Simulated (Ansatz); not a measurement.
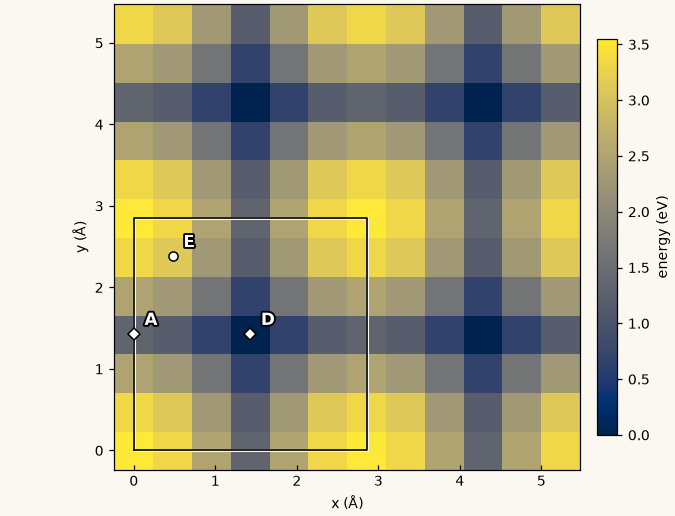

N on an Al(100) slab cut from the Fm-3m phase, its upper half relaxed before the scan (12 atoms of substrate and one adsorbate in a 2 × 2 cell). N is moved over the surface cell; relaxed at each place: the height of the adsorbate's atoms; substrate rigid; the origin of the map has the adsorbate above Al9. Places are given modulo a cell vector. The map is drawn in real space over the plane of the surface. Grid: 6 × 6 points; 10 points were computed and 26 follow by symmetry. Places are given in fractions of the 1 × 1 surface cell. All energies are given in eV relative to the lowest grid point. At some places the adsorbate sinks to or below the level of the top layer. These are results of Ansatz 0.2.0, DFT PBE, scalar-relativistic, plane waves, PAW, not measurements. Settings: cutoff 420 eV, k-mesh 5×5×1, gaussian smearing 0.1 eV, no spin polarisation.

The picture shows one coloured cell a grid point, the outline of one cell of the 2 × 2 shown, lettered points.

**Is E the lowest point of the computed grid?**

No. E lies 3.10 eV above the lowest grid point, which is at a place at or below the level of the top layer, (3/6, 3/6) of the cell vectors.

**Rank the lettered points by energy, lowest first.**

D (0.00 eV), A (1.32 eV), E (3.10 eV).

PAW datasets: the set soft_1.
